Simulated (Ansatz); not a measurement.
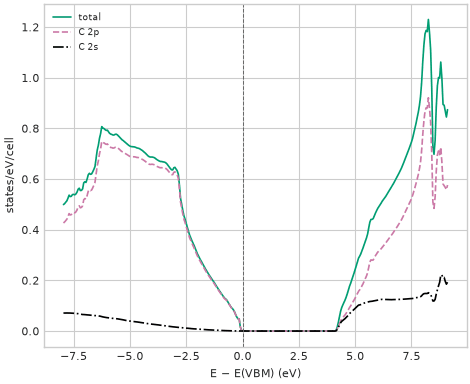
Fig. 1. Total and projected density of states of C (diamond, Fd-3m), PBE in the plane-wave PAW code Ansatz

### Question
Which orbitals carry the states next to the gap?

### Answer
Top 1 eV of the valence band: C 2p 98 %. Bottom 1 eV of the conduction band: C 2p 53 %, C 2s 39 %, outside the projected shells 9 %. Projections are on Löwdin-orthogonalised atomic valence shells; empty p or d shells of many metals are not among them.

### Question
Where is the tallest occupied peak in this window, and what makes it?

### Answer
Near -6.2 eV, about 0.81 states/eV per cell; the largest projected share is C 2p.

The PBE relaxation kept the symmetry of its start.

Potentials: the later of the program's two PAW sets.
